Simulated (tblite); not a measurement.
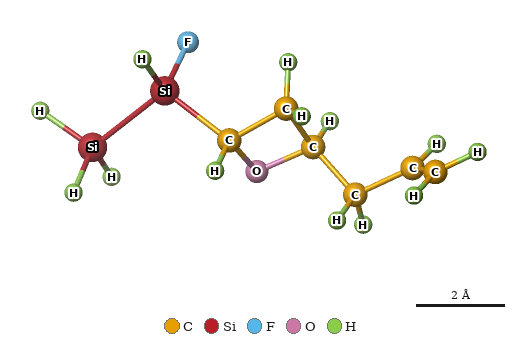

This is the input geometry for a relaxation of C6H13FOSi2. Style: ball-and-stick. Shown at a tilt.

Method: tblite, GFN2-xTB geometry optimisation, gas phase.

```xyz
23

C    -4.0812   -0.1355    0.1372
C    -3.0954   -0.8828    0.6026
C    -1.8415   -1.2327   -0.1618
C    -0.6298   -0.6643    0.5502
C    -0.3851    0.8433    0.5018
C     0.8047    0.4908   -0.3982
Si    2.5246    1.1327    0.2142
F     2.6581    0.8493    1.7985
Si    4.1902    0.0749   -0.9726
O     0.5776   -0.9304   -0.2024
H    -4.0637    0.2926   -0.8614
H    -4.9717    0.0675    0.7456
H    -3.1800   -1.3016    1.6252
H    -1.7699   -2.3209   -0.2409
H    -1.9084   -0.8322   -1.1873
H    -0.5191   -1.0829    1.5823
H    -1.1577    1.4372   -0.0026
H    -0.1691    1.2915    1.4673
H     0.6625    0.7609   -1.4428
H     2.6058    2.6067    0.0253
H     4.2050   -1.3877   -0.7513
H     4.0083    0.3297   -2.4309
H     5.5310    0.6208   -0.5883
```

**Predict the outcome.**

H21 moves most after the best rigid fit: 1.48 Å. By element the largest moves are H 1.48 Å, O 0.95 Å, Si 0.92 Å, F 0.80 Å, C 0.69 Å. Among the contacts that change: Si9–H23 1.498 → 1.472 Å, C2–H13 1.108 → 1.082 Å, Si7–H20 1.488 → 1.463 Å, C6–Si7 1.935 → 1.910 Å. Among the angles between lasting bonds that change: Si9–Si7–H20 110.5° → 126.8°, Si7–C6–O10 114.9° → 106.4°, F8–Si7–H20 107.1° → 99.6°. Groups turn about C6–Si7 by about 40°. Over 211 geometry steps the energy falls by 0.249 eV. Cost: 4 s on 1 thread of Arm Neoverse N1, on a shared host.

Final geometry:

```xyz
23

C    -3.8752   -0.5163    0.5097
C    -2.7179   -1.1487    0.5560
C    -1.6578   -1.0475   -0.4917
C    -0.3720   -0.4682    0.0956
C    -0.3948    1.0238    0.4358
C     0.7374    1.1450   -0.5904
Si    2.5118    1.4525    0.0469
F     2.3556    1.5746    1.6629
Si    3.6515   -0.4795   -0.4825
O     0.6496   -0.2749   -0.8887
H    -4.1406    0.1198   -0.3191
H    -4.6106   -0.6115    1.2901
H    -2.4744   -1.7825    1.3990
H    -1.4280   -2.0384   -0.8932
H    -1.9909   -0.4141   -1.3159
H    -0.0079   -1.1090    0.9089
H    -1.3200    1.5285    0.1667
H    -0.1285    1.2758    1.4585
H     0.4707    1.7268   -1.4782
H     2.9182    2.8228   -0.2642
H     3.3028   -1.5950    0.4037
H     3.4152   -0.8846   -1.8670
H     5.1008   -0.2725   -0.3333
```

After the run, drawn alike:

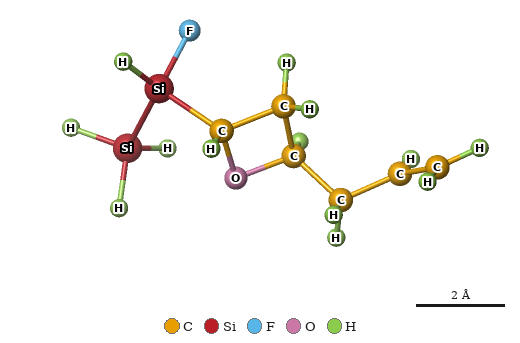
